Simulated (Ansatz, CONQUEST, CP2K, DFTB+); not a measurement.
**Running H-capped Ge nanowire along [112] (40 atoms) with DFTB+**

Aim: run H-capped Ge nanowire along [112] (40 atoms) in DFTB+ and see how near its forces come to a plane-wave reference, and at what cost.

Calculated with DFTB+ 25.1; the method is named at each step.

## Step 1: The structure

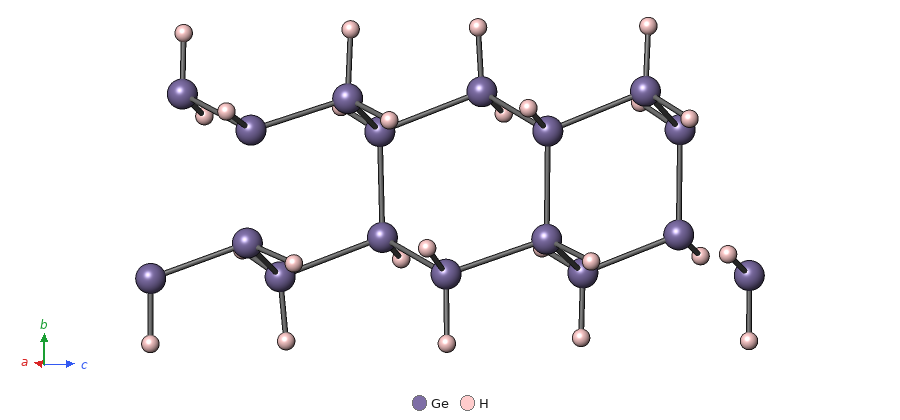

The cell as given, from the side, with the c axis across the page (germanium purple, hydrogen pink). Some periodic images of atoms are drawn too.

The cell holds 40 atoms: 16 Ge and 24 H. Its edges and angles: a = 16.499 Å, b = 19.143 Å, c = 13.859 Å, α = 90.0°, β = 90.0°, γ = 90.0°. It derives from Ge (diamond-structure). Diamond section of size parameter 3.53 Å cut from diamond-structure Ge (a = 5.658 Å) along [112], 2 periods, broken bonds capped with H, 12 Å of vacuum. Then every atom was moved at random, 0.05 Å r.m.s. a Cartesian component (hydrogen 0.6 of that). Regions: wire, 16 atoms (16 Ge); hydrogen, 24 atoms (24 H). Vacuum lies along a and b. The structure's axis is c.

As a file:

```
Ge H
1.0
    16.49888    0.00000    0.00000
     0.00000   19.14331    0.00000
     0.00000    0.00000   13.85921
Ge H
16 24
Direct
  0.43856 0.39162 0.00254
  0.43462 0.43313 0.16315
  0.43623 0.56730 0.16952
  0.43831 0.60415 0.33158
  0.55802 0.39021 0.24609
  0.56298 0.43620 0.41806
  0.56098 0.56203 0.41328
  0.56230 0.60780 0.08376
  0.44381 0.39484 0.49716
  0.44301 0.43577 0.66510
  0.43859 0.56431 0.66595
  0.43948 0.61113 0.82924
  0.56023 0.39290 0.75232
  0.56212 0.43749 0.91280
  0.55901 0.56255 0.91444
  0.56163 0.60873 0.58385
  0.36082 0.41875 0.94927
  0.44163 0.31373 0.00267
  0.36371 0.41033 0.22457
  0.36982 0.59108 0.11332
  0.36274 0.57984 0.38374
  0.43754 0.68639 0.33628
  0.56059 0.31353 0.25672
  0.63179 0.42027 0.19981
  0.63480 0.40872 0.46589
  0.63414 0.58983 0.36512
  0.63807 0.57964 0.13782
  0.56145 0.68008 0.08577
  0.43957 0.31234 0.49751
  0.36354 0.42763 0.44720
  0.36141 0.41100 0.72060
  0.36462 0.59336 0.61657
  0.44277 0.68854 0.83481
  0.36430 0.57984 0.88565
  0.63943 0.42067 0.70226
  0.56186 0.31572 0.74972
  0.63604 0.41048 0.96625
  0.63780 0.59306 0.86567
  0.56064 0.68527 0.57729
  0.63697 0.58102 0.63777
```

The yardstick, on the same geometry:

| Property | Result |
| --- | --- |
| method | Kohn-Sham DFT, PBE, PAW, plane waves (Ansatz 0.2.0); cutoff 420 eV, Γ point, fermi-dirac smearing of 0.05 eV; PAW set soft_2 |
| r.m.s. force component | 0.8855 eV/Å |
| longest force | 3.978 eV/Å |
| gap (highest filled to lowest empty level) | 3.755 eV |
| SCF cycles | 8 |
| time | 11 s on 4 threads of Intel Xeon 6975P-C (Granite Rapids), shared host |
| CPU time | 39 s |

## Step 2: GFN1-xTB

Method: GFN1-xTB tight binding, diagonalisation.

The input, dftb_in.hsd:

```
Geometry = GenFormat {
  <<< geo.gen
}
Driver = {}
Hamiltonian = xTB {
  Method = "GFN1-xTB"
  SccTolerance = 1e-06
  MaxSccIterations = 300
  Mixer = Broyden { MixingParameter = 0.2 }
  Filling = Fermi { Temperature [K] = 580 }
  KPointsAndWeights = { 0.0 0.0 0.0 1.0 }
}
Analysis {
  PrintForces = Yes
  MullikenAnalysis = Yes
}
ParserOptions { ParserVersion = 14 }
```

The input, geo.gen:

```
40 F
Ge H
1 1 0.43856 0.39162 0.00254
2 1 0.43462 0.43313 0.16315
3 1 0.43623 0.56730 0.16952
4 1 0.43831 0.60415 0.33158
5 1 0.55802 0.39021 0.24609
6 1 0.56298 0.43620 0.41806
7 1 0.56098 0.56203 0.41328
8 1 0.56230 0.60780 0.08376
9 1 0.44381 0.39484 0.49716
10 1 0.44301 0.43577 0.66510
11 1 0.43859 0.56431 0.66595
12 1 0.43948 0.61113 0.82924
13 1 0.56023 0.39290 0.75232
14 1 0.56212 0.43749 0.91280
15 1 0.55901 0.56255 0.91444
16 1 0.56163 0.60873 0.58385
17 2 0.36082 0.41875 0.94927
18 2 0.44163 0.31373 0.00267
19 2 0.36371 0.41033 0.22457
20 2 0.36982 0.59108 0.11332
21 2 0.36274 0.57984 0.38374
22 2 0.43754 0.68639 0.33628
23 2 0.56059 0.31353 0.25672
24 2 0.63179 0.42027 0.19981
25 2 0.63480 0.40872 0.46589
26 2 0.63414 0.58983 0.36512
27 2 0.63807 0.57964 0.13782
28 2 0.56145 0.68008 0.08577
29 2 0.43957 0.31234 0.49751
30 2 0.36354 0.42763 0.44720
31 2 0.36141 0.41100 0.72060
32 2 0.36462 0.59336 0.61657
33 2 0.44277 0.68854 0.83481
34 2 0.36430 0.57984 0.88565
35 2 0.63943 0.42067 0.70226
36 2 0.56186 0.31572 0.74972
37 2 0.63604 0.41048 0.96625
38 2 0.63780 0.59306 0.86567
39 2 0.56064 0.68527 0.57729
40 2 0.63697 0.58102 0.63777
0.0 0.0 0.0
16.49888 0.00000 0.00000
0.00000 19.14331 0.00000
0.00000 0.00000 13.85921
```

Run with:

```sh
$ OMP_NUM_THREADS=1 dftb+ > output.txt
```

Log:

```text
Reading input file 'dftb_in.hsd'
Parser version: 14
--------------------------------------------------------------------------------
Processed input in HSD format written to 'dftb_pin.hsd'
Starting initialization...
--------------------------------------------------------------------------------
WARNING!
-> Dipole printed for extended system : value printed is not well defined
Mode:                        Static calculation
Self consistent charges:     Yes
SCC-tolerance:                 0.100000E-05
Max. scc iterations:                    300
Shell resolved Hubbard:      Yes
Spin polarisation:           No
Nr. of up electrons:            44.000000
Nr. of down electrons:          44.000000
Periodic boundaries:         Yes
Electronic solver:           Relatively robust
Mixer:                       Broyden mixer
Mixing parameter:                  0.200000
Nr. of chrg. vec. in memory:            300
Max. SCC-cycles:                        300
tblite library version:      0.3.0
-> parametrization:          GFN1-xTB
-> repulsion:                Yes
-> dispersion:               Yes
-> halogen bonding:          Yes
-> electrostatics:           Yes
   -> isotropic:             Yes
   -> anisotropic:           No
   -> third-order:           Yes
Electronic temperature:              0.183675E-02 H      0.499806E-01 eV
Initial charges:             Set automatically (system chrg:   0.000E+00)
Included shells:            Ge:  s, p, d
                             H:  s, s2
K-points and weights:           1:  0.000000  0.000000  0.000000     1.000000
K-points in absolute space:     1:  0.000000  0.000000  0.000000
Extra options:
                             Mulliken analysis
                             Force calculation
Force type                   original
--------------------------------------------------------------------------------
***  Geometry step: 0
 iSCC Total electronic   Diff electronic      SCC error
    1   -0.38933921E+02    0.00000000E+00    0.72844304E+00
    2   -0.39897359E+02   -0.38933921E+02    0.43468299E+00
    3   -0.40014388E+02   -0.96343812E+00    0.26331741E+00
    4   -0.39983362E+02   -0.11702882E+00    0.24519782E+00
    5   -0.40028414E+02    0.31026513E-01    0.35132437E-01
    6   -0.40029513E+02   -0.45052813E-01    0.31126883E-01
    7   -0.40030911E+02   -0.10982541E-02    0.21943140E-01
    8   -0.40031073E+02   -0.13983304E-02    0.88356201E-02
    9   -0.40031120E+02   -0.16233257E-03    0.21283950E-02
   10   -0.40031123E+02   -0.47044410E-04    0.88431050E-03
   11   -0.40031124E+02   -0.29033827E-05    0.52131194E-03
   12   -0.40031124E+02   -0.80619753E-06    0.21273149E-03
   13   -0.40031124E+02   -0.60005860E-07    0.11149717E-03
   14   -0.40031124E+02   -0.15734543E-07    0.54394282E-04
   15   -0.40031124E+02   -0.85072642E-08    0.37387462E-04
   16   -0.40031124E+02   -0.96347463E-09    0.15325397E-04
   17   -0.40031124E+02   -0.59632299E-09    0.97180217E-05
   18   -0.40031124E+02   -0.20420998E-10    0.35054490E-05
   19   -0.40031124E+02   -0.14509283E-10    0.20566754E-05
>> Charges saved for restart in charges.bin
   20   -0.40031124E+02   -0.40785153E-11    0.90907875E-06
Total Energy:                      -39.8325108512 H        -1083.8978 eV
Extrapolated to 0K:                -39.8325108512 H        -1083.8978 eV
Total Mermin free energy:          -39.8325108512 H        -1083.8978 eV
Force related energy:              -39.8325108512 H        -1083.8978 eV
Volume:                              0.295397E+05 au^3   0.437734E+04 A^3
Pressure:                           -0.986042E-05 au    -0.290104E+09 Pa
```

detailed.out:

```text
Fermi distribution function
Calculation with static geometry
********************************************************************************
 iSCC Total electronic   Diff electronic      SCC error
   20   -0.40031124E+02   -0.40785153E-11    0.90907875E-06
********************************************************************************
 Total charge:    -0.00000000
 Atomic gross charges (e)
 Atom           Charge
    1       0.04934153
    2      -0.02812629
    3      -0.05984703
    4       0.05497113
    5       0.01283329
    6      -0.05500851
    7      -0.04247452
    8       0.01470467
    9       0.07350964
   10       0.00035280
   11      -0.03532283
   12       0.05123900
[...]
36       0.00084951
   37       0.00105238
   38      -0.00698745
   39       0.00425206
   40      -0.01044889
Fermi level:                        -0.3670816075 H           -9.9888 eV
Band energy:                       -47.0924387300 H        -1281.4505 eV
TS:                                  0.0000000000 H            0.0000 eV
Band free energy (E-TS):           -47.0924387300 H        -1281.4505 eV
Extrapolated E(0K):                -47.0924387300 H        -1281.4505 eV
Input / Output electrons (q):     88.0000000000     88.0000000000
Energy H0:                         -40.1874394968 H        -1093.5559 eV
Energy SCC:                          0.1563153747 H            4.2536 eV
Total Electronic energy:           -40.0311241221 H        -1089.3023 eV
Repulsive energy:                    0.2440602203 H            6.6412 eV
Halogen correction energy:           0.0000000000 H            0.0000 eV
Total energy:                      -39.8325108512 H        -1083.8978 eV
Extrapolated to 0:                 -39.8325108512 H        -1083.8978 eV
Total Mermin free energy:          -39.8325108512 H        -1083.8978 eV
Force related energy:              -39.8325108512 H        -1083.8978 eV
Non-constrained calculation
SCC converged
Total Forces
    1      0.007184457078      0.017291162331     -0.012870912760
    2      0.016027663262      0.014132714943      0.008118638833
    3      0.045272171545     -0.025392702309      0.006245219362
    4      0.009738773564      0.011309913903      0.006676673875
    5     -0.020112224702      0.022972850020      0.019623059151
    6     -0.020052585451      0.000338036509     -0.031675710239
    7     -0.017972424095      0.004823717771      0.022982835144
    8     -0.012006624932     -0.069704258716     -0.005032717082
    9     -0.010725212687     -0.000394421766      0.007243373198
   10     -0.010504906417     -0.003210437392     -0.000862466861
   11      0.016644189378      0.002698618603      0.006814028545
[...]
36      0.003068654467     -0.007442795727     -0.002076030131
   37     -0.000449446780      0.000751817786      0.000371758870
   38     -0.009983043552     -0.005559794048      0.004013208101
   39      0.004543674593      0.011536079652      0.003579398338
   40     -0.007293940921      0.007996469006     -0.004056502354
Total stress tensor
     -0.000016077053     -0.000000835775      0.000001730758
     -0.000000835775     -0.000003266811      0.000002230131
      0.000001730758      0.000002230131     -0.000010237400
Total lattice derivs
      0.015232094535      0.000791849377     -0.001639794481
      0.000682464414      0.002667562924     -0.001821046543
     -0.001952115046     -0.002515356827      0.011546725493
Maximal derivative component:        0.697043E-01 au
Volume:                              0.295397E+05 au^3
Pressure:                           -0.986042E-05 au    -0.290104E+09 Pa
Warning: dipole moment is not defined absolutely!
Dipole moment:    0.17509548   -0.00647673   -0.53854237 au
Dipole moment:    0.44504835   -0.01646221   -1.36883828 Debye
```

Wall time 0.91 s (1 thread of Intel Xeon 6975P-C (Granite Rapids), shared host); peak memory 0.22 GiB.

Banners, paths, timers and routine set-up lines are dropped from the logs unmarked, and long logs keep their key lines alone; longer cuts are marked.

Compared with the plane-wave run:

```
r.m.s. force component                           : 0.7269 eV/Å
r.m.s. difference of force components            : 323.2 meV/Å
longest difference of force vectors              : 878.4 meV/Å
force difference over r.m.s. force               : 36.5 %
slope of forces against the reference's          : 0.7703
correlation of force components                  : 0.9384
gap (highest filled to lowest empty level) : 2.769 eV
gap difference                                   : -0.9864 eV
```

Length of the force difference by element (eV/Å):

| element | atoms | mean | most |
| --- | --- | --- | --- |
| Ge | 16 | 0.40 | 0.60 |
| H | 24 | 0.60 | 0.88 |

Levels nearest the highest filled one (eV from it): -1.18, -1.02, -0.97, -0.90, -0.67, -0.62, -0.58, -0.51, -0.42, -0.39, -0.33, 0.00, 2.77, 2.83, 2.97, 3.32, 3.47, 3.48, 3.60, 4.08, 4.16, 4.35, 4.41, 4.53.

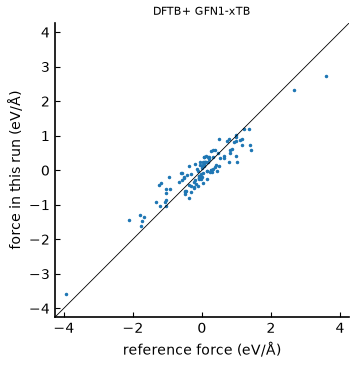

Force components against those of the reference; the line marks equality.

Local excerpt of 14 atoms (numbers count through the whole input) about Ge9, whose charge lies farthest from its element's mean; x, y, z are measured from there.

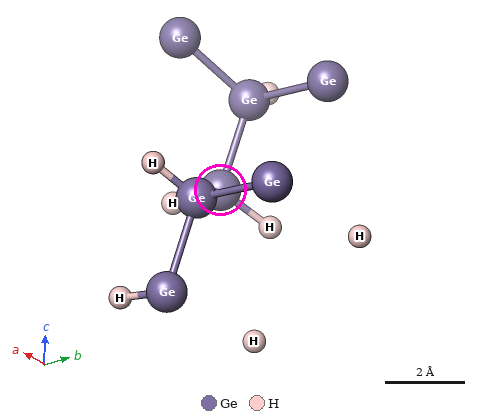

The atoms of the table, within 4.2 Å (arrows a, b, c point along x, y, z); some may hide others; the central atom is ringed.

| atom | x | y | z | distance (Å) | bonds | Mulliken charge (e) | Fx | Fy | Fz (eV/Å) |
| --- | --- | --- | --- | --- | --- | --- | --- | --- | --- |
| Ge9 | 0.00 | 0.00 | 0.00 | 0.00 | 4 | 0.07 | -0.55 | -0.02 | 0.37 |
| H29 | -0.07 | -1.58 | 0.00 | 1.58 | 1 | -0.01 | -0.17 | 0.89 | -0.16 |
| H30 | -1.32 | 0.63 | -0.69 | 1.62 | 1 | -0.02 | 0.91 | -0.68 | 0.38 |
| Ge6 | 1.97 | 0.79 | -1.10 | 2.39 | 4 | -0.06 | -1.03 | 0.02 | -1.63 |
| Ge10 | -0.01 | 0.78 | 2.33 | 2.46 | 4 | 0.00 | -0.54 | -0.17 | -0.04 |
| H25 | 3.15 | 0.27 | -0.43 | 3.19 | 1 | 0.01 | 0.73 | -0.30 | 0.49 |
| H31 | -1.36 | 0.31 | 3.10 | 3.40 | 1 | -0.01 | 0.86 | 0.23 | -0.42 |
| Ge7 | 1.93 | 3.20 | -1.16 | 3.92 | 4 | -0.04 | -0.92 | 0.25 | 1.18 |
| Ge5 | 1.88 | -0.09 | -3.48 | 3.96 | 4 | 0.01 | -1.03 | 1.18 | 1.01 |
| Ge11 | -0.09 | 3.24 | 2.34 | 4.00 | 4 | -0.04 | 0.86 | 0.14 | 0.35 |
| H19 | -1.32 | 0.30 | -3.78 | 4.01 | 1 | 0.00 | -0.07 | -0.12 | -0.05 |
| Ge13 | 1.92 | -0.04 | 3.54 | 4.02 | 4 | 0.05 | 0.09 | 0.92 | -0.21 |
| H21 | -1.34 | 3.54 | -1.57 | 4.10 | 1 | -0.01 | 0.13 | 0.17 | 0.03 |
| H23 | 1.93 | -1.56 | -3.33 | 4.15 | 1 | 0.01 | 0.25 | -0.43 | -0.24 |

Forces lie 36 % from the reference's, at 0.023 times its CPU time (on 1 against 4 cores).

## Step 3: GFN2-xTB

Method: GFN2-xTB tight binding, diagonalisation.

dftb_in.hsd: that of step 2 with these lines changed.

```diff
@@ -5,3 +5,3 @@
 Hamiltonian = xTB {
-  Method = "GFN1-xTB"
+  Method = "GFN2-xTB"
   SccTolerance = 1e-06
```

geo.gen is that of step 2.

Run with:

```sh
$ OMP_NUM_THREADS=1 dftb+ > output.txt
```

Log:

```text
Reading input file 'dftb_in.hsd'
Parser version: 14
--------------------------------------------------------------------------------
Processed input in HSD format written to 'dftb_pin.hsd'
Starting initialization...
[... lines left out ...]
WARNING!
[... lines left out ...]
 iSCC Total electronic   Diff electronic      SCC error
[... lines left out ...]
>> Charges saved for restart in charges.bin
[...]
34   -0.43347572E+02   -0.30308236E-07    0.11076429E-05
>> Charges saved for restart in charges.bin
   35   -0.43347572E+02   -0.13268412E-07    0.62870330E-06
Total Energy:                      -43.2374931978 H        -1176.5521 eV
Extrapolated to 0K:                -43.2374931978 H        -1176.5521 eV
Total Mermin free energy:          -43.2374931978 H        -1176.5521 eV
Force related energy:              -43.2374931978 H        -1176.5521 eV
Volume:                              0.295397E+05 au^3   0.437734E+04 A^3
Pressure:                           -0.135375E-05 au    -0.398287E+08 Pa
```

detailed.out:

```text
Fermi distribution function
Calculation with static geometry
********************************************************************************
 iSCC Total electronic   Diff electronic      SCC error
   35   -0.43347572E+02   -0.13268412E-07    0.62870330E-06
[... lines left out ...]
Fermi level:                        -0.2776715349 H           -7.5558 eV
[... lines left out ...]
Band free energy (E-TS):           -42.2773908315 H        -1150.4263 eV
[... lines left out ...]
Total energy:                      -43.2374931978 H        -1176.5521 eV
[... lines left out ...]
Total Mermin free energy:          -43.2374931978 H        -1176.5521 eV
[... lines left out ...]
SCC converged
Total Forces
[... lines left out ...]
     -0.000006104276     -0.000000976050      0.000001767342
     -0.000000976050      0.000003803601      0.000002392807
      0.000001767342      0.000002392807     -0.000001760580
Total lattice derivs
      0.005783454743      0.000924751543     -0.001674456225
      0.000797007661     -0.003105886404     -0.001953882115
     -0.001993378577     -0.002698838608      0.001985752204
Maximal derivative component:        0.701278E-01 au
Volume:                              0.295397E+05 au^3
Pressure:                           -0.135375E-05 au    -0.398287E+08 Pa
Warning: dipole moment is not defined absolutely!
Dipole moment:    0.06486985   -0.08734881   -2.59384855 au
Dipole moment:    0.16488274   -0.22201855   -6.59290593 Debye
```

Run time: 0.59 s. Hardware: 1 thread; peak memory 0.22 GiB.

Compared with the plane-wave run:

- r.m.s. force component: 0.7539 eV/Å
- r.m.s. difference of force components: 254.2 meV/Å
- longest difference of force vectors: 792 meV/Å
- force difference over r.m.s. force: 28.71 %
- slope of forces against the reference's: 0.8212
- correlation of force components: 0.9646
- gap (highest filled to lowest empty level): 3.807 eV
- gap difference: 0.0521 eV

Against the first run (36 %), the force difference from the reference is 29 %, at 0.66 times the CPU time (35 SCF steps against 20).

## Step 4: The ladder

Differences are against the plane-wave reference, forces as r.m.s. over components; share is that over the reference's r.m.s. force, slope the least-squares factor from reference forces to these. Total energies of different programs have different zeros and aren't compared.

| run | Δ force, r.m.s. (meV/Å) | share (%) | slope | Δ gap (eV) | cores | CPU time | memory (GiB) |
| --- | --- | --- | --- | --- | --- | --- | --- |
| reference | - | - | - | - | 4 | 39 s | 2.9 |
| DFTB+ GFN1-xTB | 323 | 36.5 | 0.770 | -0.986 | 1 | 0.9 s | 0.22 |
| DFTB+ GFN2-xTB | 254 | 28.7 | 0.821 | 0.0521 | 1 | 0.59 s | 0.22 |

CPU time is summed over cores on a shared host, where runs went side by side, so it is rough. Symmetry, cutoffs, thresholds, outputs and thread counts weren't matched or tuned between programs; memory under MPI is the largest rank's times the ranks.

Mean charges by element (e), by run and scheme:

| run | scheme | Ge | H |
| --- | --- | --- | --- |
| reference | Löwdin | +0.12 | -0.03 |
| DFTB+ GFN1-xTB | Mulliken | 0.00 | 0.00 |
| DFTB+ GFN2-xTB | Mulliken | +0.07 | -0.04 |

The reference's Löwdin charges lack the electrons that the projection spills, 0.032 e an atom on average.

A second geometry, displaced anew (every atom was moved at random, 0.06 Å r.m.s. a Cartesian component (hydrogen 0.6 of that)), gives an energy difference that all programs can be tested on. The reference puts it at 18.53 meV/atom.

| run | energy less the first geometry's (meV/atom) | error (meV/atom) | force share at the second geometry (%) |
| --- | --- | --- | --- |
| DFTB+ GFN1-xTB | 21.07 | 2.55 | 28.1 |
| DFTB+ GFN2-xTB | 20.64 | 2.12 | 22.3 |

## Step 5: Summary of results

| Quantity | Value |
| --- | --- |
| nearest in forces | DFTB+ GFN2-xTB, 29 % |
| its CPU time | 0.59 s |

**Reading.** Tight binding differs by 29 % (DFTB+ GFN2-xTB) to 36 % (DFTB+ GFN1-xTB); it is another model, with fitted parameters of its own, and the xTB methods hold dispersion. Of the electronic-structure runs that take under half the reference's CPU time, DFTB+ GFN2-xTB comes nearest, at 29 % in 0.59 s against 39 s. Charges hang on model, scheme and program or settings: among these rows the mean for Ge runs from +0.00 to +0.12 e. The energy difference between the two geometries, 18.5 meV/atom in the reference, is met best by DFTB+ GFN2-xTB (+2.12) and worst by DFTB+ GFN1-xTB (+2.55). Periodic xTB results under one method name differ between programs and library versions (DFTB+ here holds tblite 0.3). The electronic-structure runs sample only Γ, in a cell whose periodic width is 14 Å.

[Also dropped from logs without a mark: logging warnings of Python, and SIESTA's first energy breakdown and zero terms.]

[Logs are printed without paths, hosts, clocks, repeated set-up lines and the standing remarks that a program may print on its own settings, such as how far it seeks lower states.]

[Hosts, paths, dates, database ids (printed as entryN), source tags and the programs' standing remarks are cut or masked in the printed files.]
